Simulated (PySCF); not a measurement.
# C5H10O2 (isopropyl acetate): the cost of one run

Programs: PySCF 2.14.0, with density-fitted response routines of our own. Each step states its level of theory. These are calculated values for one molecule, in the gas phase or a continuum, unless marked as measured. Atoms are numbered from 0 throughout.

### 1 Starting geometry

17 atoms, charge 0, multiplicity 1; geometry from: GFN2-xTB. The atoms were then displaced at random by about 0.01 Å, so the start is not that level's minimum.

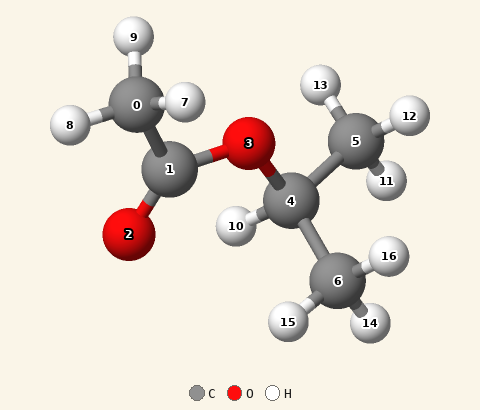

The starting geometry (carbon grey, oxygen red, hydrogen white), atoms numbered.

### 2 Geometry optimisation at PBE0-D3(BJ)/def2-TZVP

What the job is given:

```
{"job": {"xc": "PBE0", "basis": "def2-TZVP", "d3": "d3bj", "grid": 2, "shake": 0.01, "kind": "geom"}, "charge": 0, "multiplicity": 1}
C      2.800850     0.003190     0.121810
C      1.380730     0.051480     0.689450
O      1.099200    -0.034680     1.852550
O      0.513940     0.200950    -0.280790
C     -0.907930     0.223990     0.095920
C     -1.657060     0.995770    -0.981200
C     -1.413660    -1.195980     0.275010
H      2.882980    -0.797400    -0.582360
H      3.501050    -0.073720     0.940010
H      2.961660     0.946620    -0.420990
H     -0.982650     0.757120     1.074870
H     -2.700120     1.060940    -0.713670
H     -1.580800     0.483090    -1.938550
H     -1.264040     1.996260    -1.078310
H     -2.480470    -1.185200     0.541610
H     -0.872360    -1.685680     1.071380
H     -1.297830    -1.734910    -0.656540
```

Started as:

```bash
$ OMP_NUM_THREADS=2 python probes_run.py task.json out
```

The driver reads the jobs from task.json and runs them one after another.

Q: Estimate the wall time and peak memory of this first job on 2 threads of Intel Xeon at 2.50GHz, shared host.

About 11 min, with a peak of 1.6 GiB.
